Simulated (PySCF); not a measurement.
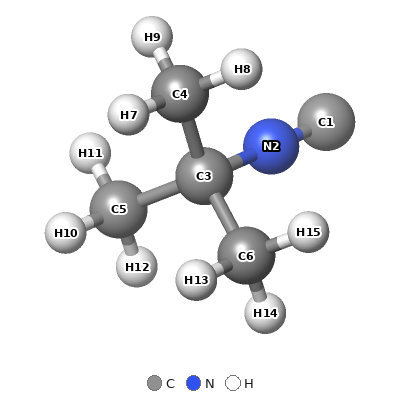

Geometry used (C₅H₉N, SMILES [C-]#[N+]C(C)(C)C).

Kohn-Sham orbital energies near the frontier, ωB97X-D/def2-SVPD with PySCF, at a GFN2-xTB geometry (no frequency check), isolated molecule; empty levels in grey, levels within 0.03 eV side by side.

> Where do the frontier orbitals lie?

HOMO at −10.48 eV, LUMO at 2.09 eV, 12.58 eV apart.

> List the levels with the atoms that carry most of them (a dash for levels above zero or within 0.03 eV of another, where shares mean little).

| orbital | energy (eV) | Löwdin shares |
| --- | --- | --- |
| LUMO | 2.09 | – |
| HOMO | −10.48 | C1 81 %, N2 16 % |

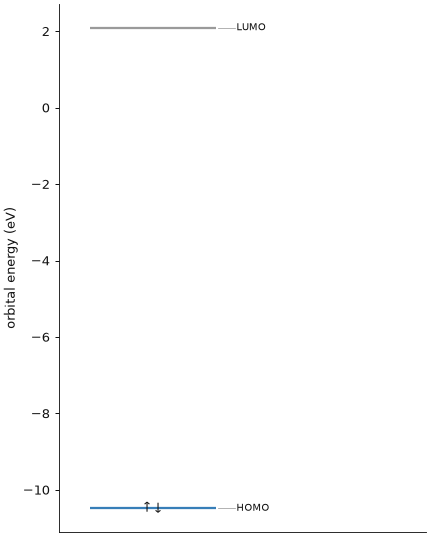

Known limits of this run: the tight-binding geometry is rougher than a DFT one and adds to the error; empty levels above zero depend strongly on the basis.
